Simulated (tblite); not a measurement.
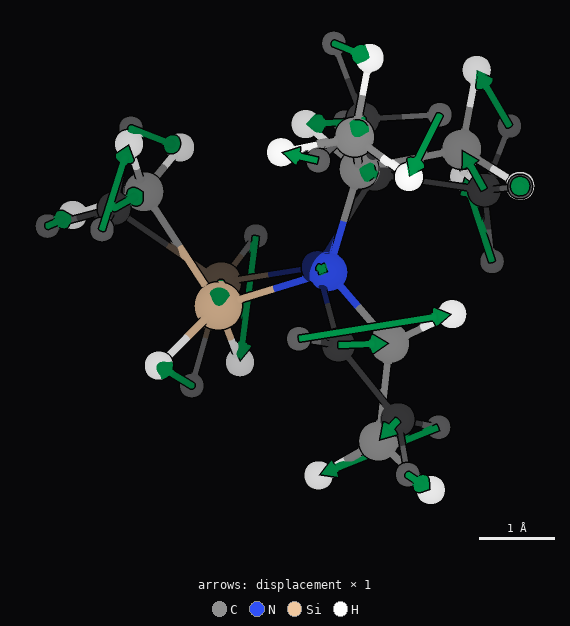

A relaxation of C6H15NSi. The starting structure is drawn faded, the final one solid; green arrows show the displacements, at their true length. The two geometries are superimposed by the best rigid fit.

Style: ball-and-stick. Shown at a tilt.

These are results of tblite, GFN2-xTB geometry optimisation, gas phase, not measurements. 

Question: Atoms of which element are displaced furthest, and by how much?

Answer: Hydrogen: up to 2.20 Å, against 0.81 Å for carbon.

Question: What did the optimiser do to the structure, and how much energy did it gain?

Answer: An H atom moves most after the best rigid fit: 2.20 Å. Largest moves by element: H 2.20 Å, C 0.81 Å, Si 0.62 Å, N 0.18 Å. Among the contacts that change: N–Si 1.797 → 1.735 Å, C–N 1.425 → 1.380 Å, C–H 1.133 → 1.087 Å, C–H 1.105 → 1.075 Å. Bond angles that change, for instance: N–Si–C 103.0° → 110.5°, H–C–H 114.6° → 108.5°, C–C–H 105.8° → 111.7°. Groups turn about C–N by about 80°, N–Si by about 75°, C–C by about 55°. After 224 geometry steps the energy has fallen by 27.3 kcal/mol. The run took 3.1 s on 1 thread of Arm Neoverse N1, with other jobs on the host.
